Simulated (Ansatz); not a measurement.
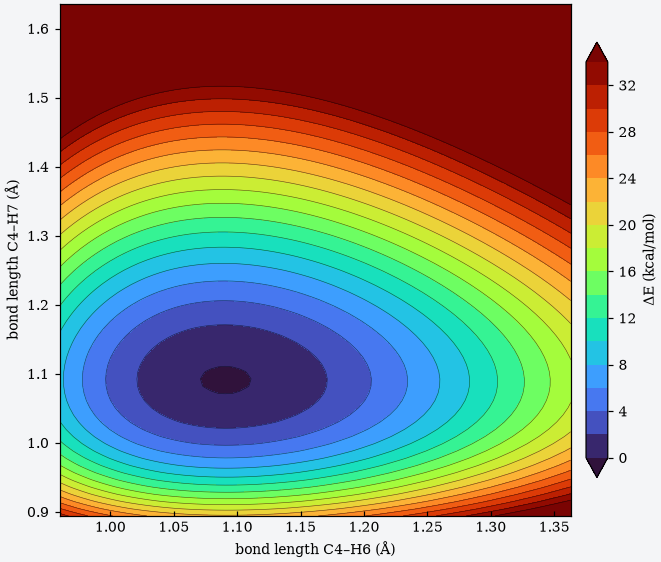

Energy landscape of C₂H₂O₃, SMILES O=C1OCO1. Coordinates scanned: (1) bond length C4–H6; (2) bond length C4–H7. Nothing is relaxed (all other coordinates rigid). Grid: 15 × 15 points. Energies are in kcal/mol, from the lowest grid point. The reference is spin-restricted, which grows unreliable where a bond is stretched far. All numbers below come from RKS PBE0-D4/def2-TZVP in Ansatz.

The picture shows filled contours, one colour for all values above the top of the scale. Between grid points the surface is interpolated. 

> Where are the wells?

The lowest grid point is at bond length C4–H6 = 1.104 Å, bond length C4–H7 = 1.106 Å. It is the only kind of minimum in the scanned range. The highest grid point, bond length C4–H6 = 1.363 Å, bond length C4–H7 = 1.636 Å, lies 65.5 kcal/mol above the lowest. Round the minimum the contours are nearly round: the two directions are equally stiff and uncoupled.

Grid values (kcal/mol):

| bond length C4–H7 ↓, bond length C4–H6 → | 0.960 | 0.989 | 1.017 | 1.046 | 1.075 | 1.104 | 1.133 | 1.161 | 1.190 | 1.219 | 1.248 | 1.277 | 1.306 | 1.334 | 1.363 |
| --- | --- | --- | --- | --- | --- | --- | --- | --- | --- | --- | --- | --- | --- | --- | --- |
| 1.636 | 55.3 | 51.7 | 49.3 | 47.8 | 47.1 | 47.2 | 47.8 | 48.9 | 50.5 | 52.4 | 54.7 | 57.1 | 59.8 | 62.5 | 65.5 |
| 1.583 | 49.6 | 45.9 | 43.5 | 42.0 | 41.4 | 41.4 | 42.0 | 43.2 | 44.7 | 46.7 | 48.9 | 51.4 | 54.0 | 56.8 | 59.7 |
| 1.530 | 43.8 | 40.1 | 37.7 | 36.2 | 35.5 | 35.6 | 36.2 | 37.3 | 38.9 | 40.8 | 43.1 | 45.5 | 48.2 | 50.9 | 53.8 |
| 1.477 | 38.0 | 34.4 | 31.9 | 30.4 | 29.7 | 29.8 | 30.4 | 31.5 | 33.1 | 35.0 | 37.2 | 39.7 | 42.4 | 45.1 | 48.0 |
| 1.424 | 32.3 | 28.7 | 26.2 | 24.7 | 24.0 | 24.1 | 24.7 | 25.8 | 27.4 | 29.3 | 31.5 | 34.0 | 36.6 | 39.3 | 42.3 |
| 1.371 | 26.8 | 23.1 | 20.7 | 19.2 | 18.5 | 18.5 | 19.2 | 20.2 | 21.8 | 23.7 | 25.9 | 28.4 | 31.0 | 33.7 | 36.7 |
| 1.318 | 21.6 | 17.9 | 15.5 | 14.0 | 13.3 | 13.3 | 13.9 | 15.0 | 16.5 | 18.4 | 20.6 | 23.1 | 25.7 | 28.4 | 31.4 |
| 1.265 | 16.9 | 13.2 | 10.8 | 9.2 | 8.5 | 8.5 | 9.1 | 10.2 | 11.7 | 13.6 | 15.8 | 18.3 | 20.9 | 23.6 | 26.5 |
| 1.212 | 12.9 | 9.2 | 6.8 | 5.2 | 4.5 | 4.5 | 5.1 | 6.1 | 7.7 | 9.6 | 11.7 | 14.2 | 16.8 | 19.5 | 22.4 |
| 1.159 | 10.0 | 6.3 | 3.8 | 2.3 | 1.5 | 1.5 | 2.1 | 3.2 | 4.7 | 6.5 | 8.7 | 11.1 | 13.8 | 16.4 | 19.3 |
| 1.106 | 8.5 | 4.8 | 2.3 | 0.8 | 0.0 | 0.0 | 0.6 | 1.6 | 3.1 | 5.0 | 7.1 | 9.6 | 12.2 | 14.8 | 17.7 |
| 1.053 | 9.0 | 5.3 | 2.9 | 1.3 | 0.5 | 0.5 | 1.1 | 2.1 | 3.6 | 5.4 | 7.6 | 10.0 | 12.6 | 15.3 | 18.1 |
| 1.000 | 12.3 | 8.6 | 6.1 | 4.5 | 3.7 | 3.7 | 4.3 | 5.3 | 6.8 | 8.6 | 10.7 | 13.1 | 15.7 | 18.4 | 21.3 |
| 0.947 | 19.2 | 15.5 | 13.0 | 11.4 | 10.6 | 10.6 | 11.1 | 12.1 | 13.6 | 15.4 | 17.6 | 19.9 | 22.5 | 25.2 | 28.0 |
| 0.894 | 31.0 | 27.2 | 24.8 | 23.1 | 22.4 | 22.3 | 22.9 | 23.9 | 25.3 | 27.2 | 29.3 | 31.7 | 34.2 | 36.9 | 39.8 |

The input of one point:

```yaml
crystal:
  periodic: [false, false, false]
  atoms:
    - { symbol: O, position_ang: [-0.369504, -2.23191, 0.159839] }
    - { symbol: C, position_ang: [-0.173215, -1.078578, 0.073543] }
    - { symbol: O, position_ang: [0.917759, -0.310485, 0.364023] }
    - { symbol: C, position_ang: [0.147765, 0.807101, -0.067681] }
    - { symbol: O, position_ang: [-0.957409, -0.044925, -0.352103] }
    - { symbol: H, position_ang: [-0.062895, 1.520195, 0.748367] }
    - { symbol: H, position_ang: [0.56191, 1.286042, -0.974508] }
basis:
  gaussian: { orbitals: def2-TZVP }
hamiltonian:
  xc: pbe0
  dispersion: d4
output:
  forces: true
```

Each point was launched as `ansatz run input.yaml --threads 1 --pin off --max-ram 2560MiB --backend cpu --events-out ev --progress --plain --runs-dir out`. The whole map (225 points run) took 36 min on 1 thread of Arm Neoverse N1, with other jobs on the host.
